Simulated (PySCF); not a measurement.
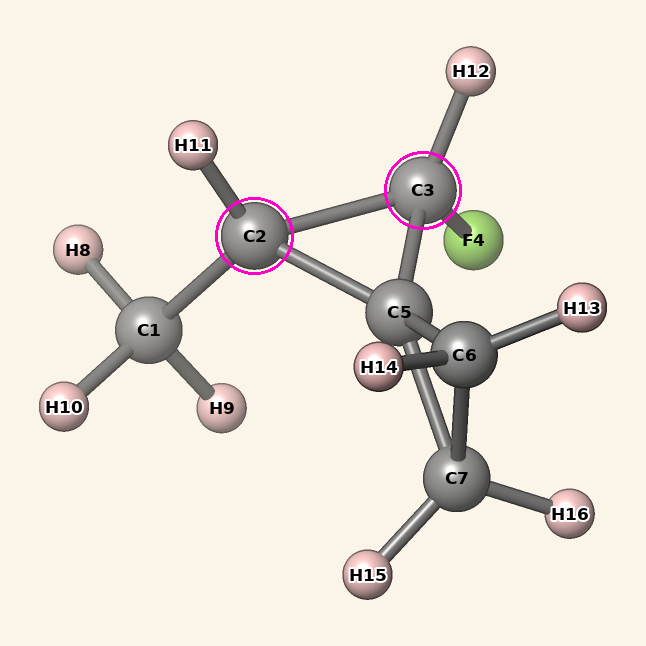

Distant atoms are faded towards the background colour. Circles mark the stereogenic atoms. The computed structure is the end point of a PBE0-D3(BJ)/def2-SVP optimisation. No frequency run is at hand to confirm it as a minimum.

Q: Give the R/S and E/Z labels.

A: C2: S (priorities C3 > C5 > C1 > H11); C3: S (priorities F4 > C5 > C2 > H12).

Q: Write the isomeric SMILES.

A: C[C@@H]1[C@H](F)C12CC2
